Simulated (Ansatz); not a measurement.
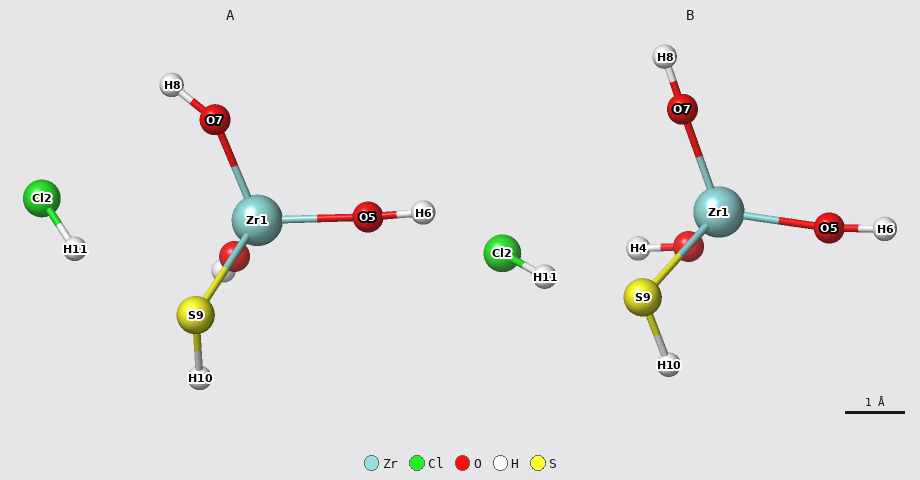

Two geometries of ZrH$_{5}$SO$_{3}$Cl, drawn at one scale. One is the start of a relaxation, the other its converged end. The picture is a ball-and-stick view, seen at a tilt.

All numbers below come from RKS B3LYP-D4/def2-SVP (Ansatz). (no spin polarisation; force threshold 0.03 eV/Å; at most 50 steps)

> Which geometry has the lower energy?

Structure B is the relaxed one. The run prepares an end point of a later path (reaction) calculation, from a guessed geometry. Over 39 accepted moves (45 points after the start) the energy falls by 1.85 kcal/mol. The largest force component goes from 0.82 to 0.018 eV/Å. The line search rejected the trial steps at points 4, 20, 23, 31, 34, 38 of the run. The forces were under the threshold at step 21, but the run went on from there. The Cl atom moves most after the best rigid fit: 1.13 Å. Largest moves by element: Cl 1.13 Å, H 1.02 Å, S 0.38 Å, O 0.22 Å, Zr 0.15 Å. Among the contacts that change: H–Zr 3.223 → 3.188 Å, Cl–H 1.339 → 1.324 Å, S–Zr 2.546 → 2.533 Å, O–Zr 1.922 → 1.934 Å. Bond angles that change, for instance: Zr–O–H 175.6° → 131.5°, Zr–O–H 143.8° → 173.0°, O–Zr–O 108.0° → 115.4°. Groups turn about S–Zr by about 25°. Cost: 110 s on 4 threads of Arm Neoverse V2, on a shared host, peak memory 0.37 GiB.

Limits of the set-up: the start holds two separate molecules, 2.6 Å apart at their closest, whose relative position is a soft coordinate.
